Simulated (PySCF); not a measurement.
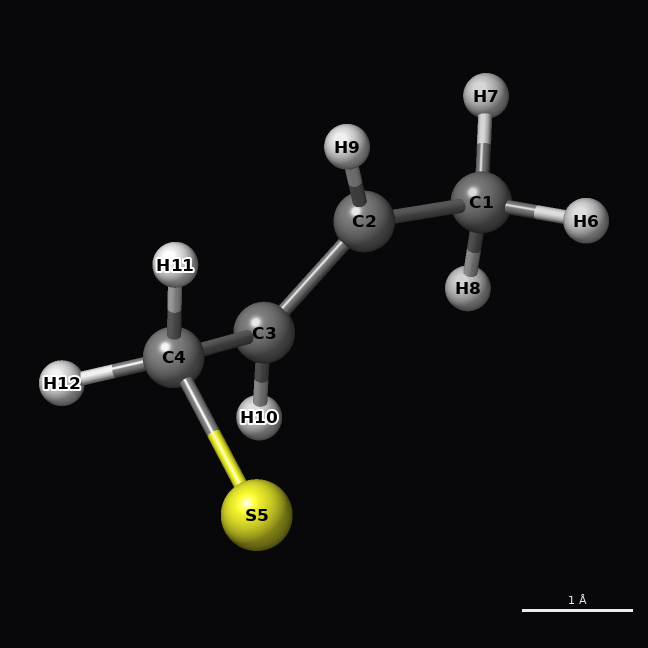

Numbered structure. State: charge −1, singlet. Geometry: a frame of a GFN2-xTB molecular-dynamics simulation, not a minimum.

Describe the coordination of atom 1.

C1 has 4 neighbours (C2 at 1.52, H6 at 1.08, H7 at 1.05, H8 at 1.07 Å); the arrangement is tetrahedral.

Describe the coordination of atom 2.

C2 has 3 neighbours (C1 at 1.52, C3 at 1.37, H9 at 1.04 Å); the arrangement is trigonal planar.

What is the geometry at C3?

C3 has 3 neighbours (C2 at 1.37, C4 at 1.50, H10 at 1.08 Å); the arrangement is trigonal planar.

What is the geometry at C4?

C4 has 4 neighbours (C3 at 1.50, S5 at 1.80, H11 at 1.13, H12 at 1.08 Å); the arrangement is tetrahedral.

What is the dihedral angle C2–C3–C4–S5?

103° in size, that is anticlinal.
